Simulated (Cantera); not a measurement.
Charge: 1 mol CH₃SiCl₃, 0.014 mol C₂H₂, 330 mol H₂, 0.55 mol HCl, held at 1.33 mbar.

These are equilibrium values from Cantera (NASA tables, ideal gas, pure condensed phases), not measurements of a reactor. Candidate condensed phases: C, C₆H₆, C₇H₈, C₈H₁₈, Si, SiC; 109 gas species. The feed counts by its element totals alone. The tables' values for SiCl are old estimates; treat these amounts as uncertain. Equilibrium is a limit: real reactors are often held back by kinetics, nucleation or transport.

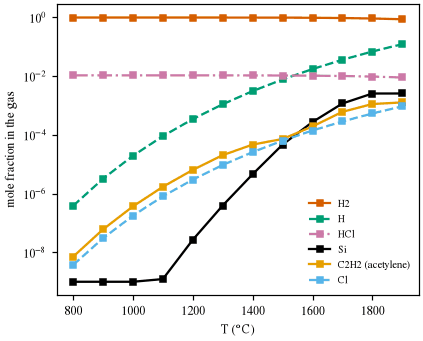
Figure. Equilibrium gas composition (values under 1e-9 drawn at 1e-9)

### Question
Read off the mole fractions at 1800 °C.

### Answer
H₂ about 0.92, H about 0.069, HCl about 0.0097, Si about 0.0026, C₂H₂ (acetylene) about 0.0011, Cl about 0.00054.
